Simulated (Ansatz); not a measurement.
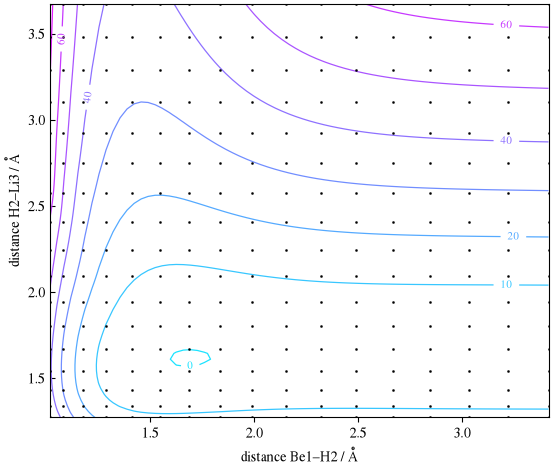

Energy landscape of the system Be + HLi. Coordinates scanned: (1) distance Be1–H2; (2) distance H2–Li3. Nothing is relaxed (the angle Be1–H2–Li3 is fixed at 140 degrees). The grid has 17 × 17 points. All energies are given in kcal/mol relative to the lowest grid point. The reference is spin-restricted, so regions where a bond is pulled apart into radicals lie too high. Computed with Ansatz 0.2.0, RHF/aug-cc-pVTZ.

Drawn: contour lines labelled in kcal/mol, dots at the grid points. Between grid points the surface is interpolated. 

> Describe this landscape.

The lowest grid point is at distance Be1–H2 = 1.687 Å, distance H2–Li3 = 1.668 Å. The energy also falls towards the edge at distance Be1–H2 = 3.416 Å, distance H2–Li3 = 1.668 Å (1.3 kcal/mol above the lowest), where a further well may lie outside the range. The highest grid point, distance Be1–H2 = 1.016 Å, distance H2–Li3 = 3.672 Å, lies 73.0 kcal/mol above the lowest.

The values on the grid:

```tsv
distance H2–Li3 ↓, distance Be1–H2 →	1.016	1.177	1.412	1.687	1.991	2.319	2.667	3.034	3.416
3.672	73.0	46.9	37.1	42.0	50.8	57.5	61.0	62.6	63.4
3.290	70.6	43.7	32.7	36.2	43.3	48.6	51.3	52.6	53.2
2.923	67.4	39.9	27.5	29.2	34.5	38.4	40.4	41.3	41.7
2.575	64.2	35.2	21.4	21.1	24.7	27.3	28.7	29.2	29.5
2.247	55.9	29.4	14.4	12.5	14.5	16.1	16.9	17.2	17.3
1.943	48.1	22.0	7.4	4.5	5.6	6.5	6.9	6.9	6.9
1.668	42.3	16.0	2.7	0.0	0.7	1.3	1.4	1.3	1.3
1.433	42.9	16.8	4.4	2.6	3.6	4.2	4.2	4.0	3.9
1.272	50.7	24.6	12.9	12.0	13.5	14.3	14.3	14.1	14.0
```

The table holds every second grid line.

Time for the 289 points that were run: 3.1 min on 1 thread of Intel(R) Xeon(R) Platinum 8375C CPU @ 2.90GHz (Ice Lake), on a shared host.
